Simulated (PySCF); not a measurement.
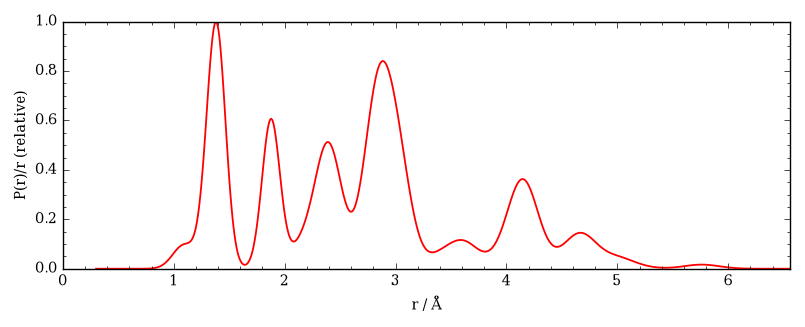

Simulated gas electron diffraction: radial distribution curve of C₆H₄BrF. Each pair of atoms contributes with weight ZᵢZⱼ/r; damping constant 0.002 Å²; vibrational amplitudes assumed, not computed: 0.05 Å for bonds, 0.078 Å for bonds to H, 0.06 + 0.015 r up to 0.15 Å for other pairs. The geometry is the end point of an optimisation (PBE0-D3(BJ)/def2-SVP geometry optimisation, gas phase (PySCF 2.14.0, density-fitted response routines)); it may be a saddle point or a higher isomer. SMILES: Fc1ccccc1Br.

Read the positions of the first 7 clear peaks and name the main pairs (– for bonds).

Answer. Peak 1, 1.38 Å: F–C 1.32 Å, C–C 1.39–1.40 Å (×6), not resolved
Peak 2, 1.88 Å: Br–C 1.88 Å
Peak 3, 2.39 Å: C···H 2.14–2.18 Å (×8), F···C 2.34–2.36 Å (×2), C···C 2.40–2.42 Å (×6), not resolved
Peak 4, 2.89 Å: C···C 2.78–2.79 Å (×3), Br···C 2.84–2.86 Å (×2), Br···F 3.02 Å, not resolved
Peak 5, 3.59 Å: C···H 3.39–3.42 Å (×8), F···C 3.61–3.62 Å (×2), not resolved
Peak 6, 4.15 Å: F···C 4.10 Å, Br···C 4.15–4.16 Å (×2), not resolved
Peak 7, 4.67 Å: Br···C 4.67 Å, Br···H 4.97–5.01 Å (×2), not resolved
